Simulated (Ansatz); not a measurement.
Take Si₃N₄ (space group P6_3/m, No. 176; a = 7.625 Å, c = 2.910 Å) as the base. Axes: x lies along a and z along c of the hexagonal cell.

It is then changed as follows: uniaxial stress, 8 GPa tension along z, with the cell and atoms free to relax against it.

All numbers come from PBEsol (Ansatz, a first-principles code), spin-orbit coupling left out.

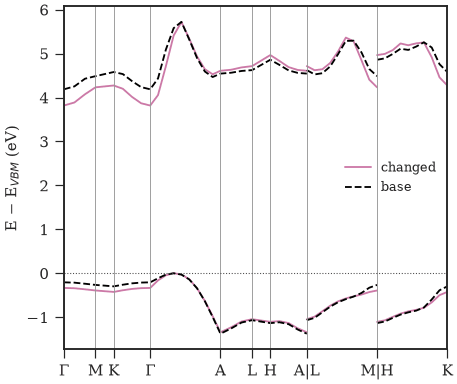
Highest valence and lowest conduction band along the path, each from its own valence-band maximum

Read the changed gap and its character from the plot.

About 3.8 eV, indirect, Γ–A (33 % along) → Γ.

Load acts through the strain it causes; cell and atoms are relaxed under it. Stability under load was not tested beyond the relaxation.
